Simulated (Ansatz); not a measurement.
These are PBE (plane waves to 420 eV, PAW; Ansatz, a program for electronic structure) values and carry that method's errors.

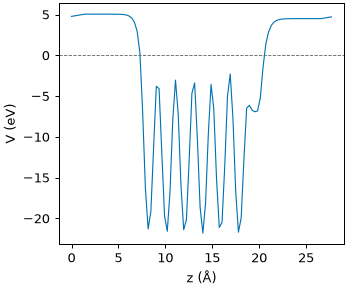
Figure: Electrostatic potential energy of an electron, averaged over planes parallel to the surface, in eV from the Fermi level, for a constructed model of the (100) surface of fcc Rh, a pseudomorphic layer of Al in the host's stacking (bottom of the slab: a bare face, its two planes held)

Set-up: 7 atoms, 11.5 Å thick at the start; mesh 14x14x1; 0.1 eV smearing; dipole correction on; 2 atoms held, the rest relaxed; symmetry of the start imposed; no spin, no spin-orbit, no U. It is one candidate, not shown to be the stable structure of the face.

The vacuum level lies 4.50 eV above the Fermi level over the top face and 5.05 eV above it under the bottom face.
